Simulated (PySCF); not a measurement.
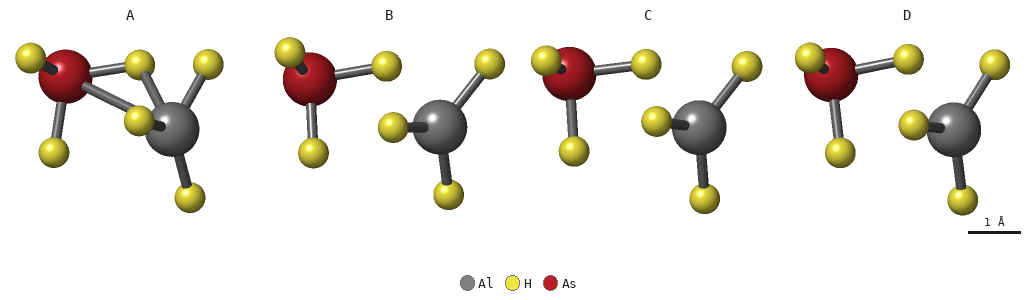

4 geometries from one relaxation of AlAsH6 (started from a transition state, displaced along its imaginary mode), in shuffled order. The picture is a ball-and-stick view, seen from a free direction.

Theory: RKS PBE0-D4/def2-TZVP, density fitting in PySCF. 

Q: Put them in the order of the run, from the start to the converged end.

A: A, D, C, B. They are steps 0, 2, 5, 17, at +44.3 kJ/mol, +9.73 kJ/mol, +1.60 kJ/mol relative to the last. The atom that moves furthest after the best rigid fit is an H atom (0.55 Å). By element the largest moves are H 0.55 Å, As 0.31 Å, Al 0.18 Å. Some distances before and after: Al–As 2.853 → 3.234 Å, Al–H 1.875 → 2.188 Å, Al–H 1.617 → 1.589 Å, Al–H 1.570 → 1.592 Å. Among the angles between lasting bonds that change: H–As–H 104.5° → 93.3°, H–Al–H 130.4° → 120.3°, H–Al–H 111.7° → 119.0°. The energy falls by 44.3 kJ/mol in 17 geometry steps.
